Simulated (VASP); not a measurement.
Given:

```
CELL_PARAMETERS angstrom
      1.75296    -3.03622     0.00000
      1.75296     3.03622     0.00000
      0.00000     0.00000     5.40843
ATOMIC_POSITIONS crystal
  Tm 0.33333 0.66667 0.25000
  Tm 0.66667 0.33333 0.75000
```

Method: vdW-DF-cx, VASP's PBE PAW potentials (set 64) (plane waves; VASP). Run with 520 eV cut-off, 13×13×8 Γ-centred mesh, tetrahedra with Blöchl corrections, potentials Tm_3.

The 4f electrons are frozen in the core of the lanthanide potential, so 4f levels, which can set the real gap, and their magnetism are missing.

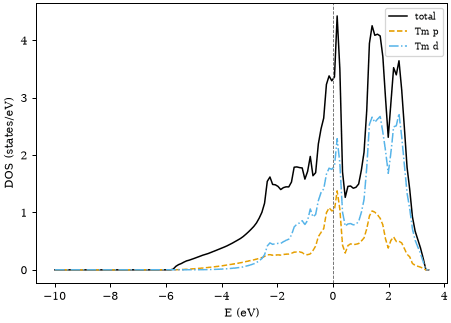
Figure. Total and projected density of states, zero at the Fermi level

Within 2 eV below the Fermi level the largest weight inside VASP's projection spheres is Tm d, then Tm p.

It has no gap at this level: it comes out as a metal or semimetal.

The compound is Tm in the hcp structure. It was relaxed first.
